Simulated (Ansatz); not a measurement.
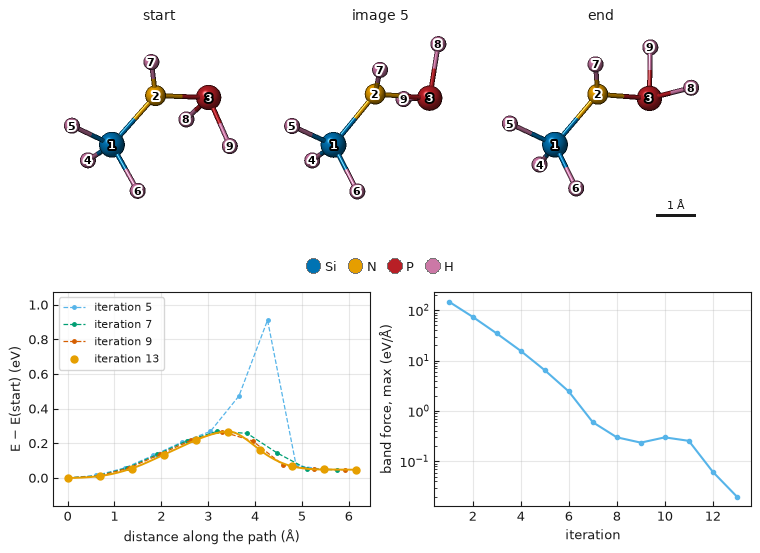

A search for the minimum-energy path of SiPNH₆ by the nudged elastic band. Images are numbered from 0 (start) to 9 (end). The plot follows the band through its iterations. The picture is a ball-and-stick view, seen at a tilt.

All numbers below come from Ansatz, RKS PBE-D4/def2-TZVP. Settings: 8 movable images; no climbing image; force threshold 0.05 eV/Å; iteration limit 60; starting path through a guess of the saddle point.

> How did the profile develop, and is the result final?

The run is converged, with reservations. The band converged in 13 iterations. The largest component of the band force went from 150 to 0.02 eV/Å. No image climbed, so the highest image needn't lie on the saddle point, and the true maximum along this path can be higher. The first iteration put the highest image at 36.636 eV. The energy climbs by 0.268 eV to image 5 and then falls by 0.221 eV, so the end point sits at +0.047 eV.

The run took 3.4 min on 2 threads of AMD EPYC 7R43 64-Core Processor (Zen 3) (shared host), peak memory 0.17 GiB.
